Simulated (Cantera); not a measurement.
Input: 1 mol AlCl₃, 26 mol O₂, 200 mol N₂, equilibrated at 0.100 bar.

Equilibrium computed with Cantera from the NASA thermochemical tables; the gas is ideal and each condensed phase is pure. Candidate condensed phases: Al, AlCl₃, AlN, Al₂O₃; 24 gas species. Rates play no part.

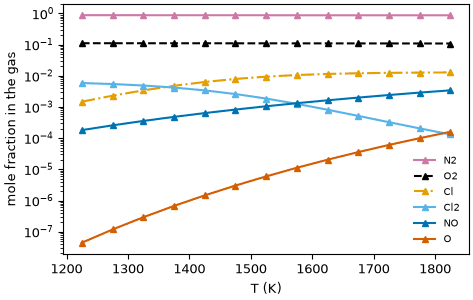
Figure: Equilibrium gas composition (values under 1e-9 drawn at 1e-9)

From 1225 K to 1825 K the condensed part is Al₂O₃(s). The main Al-bearing gas is AlCl₃ throughout.
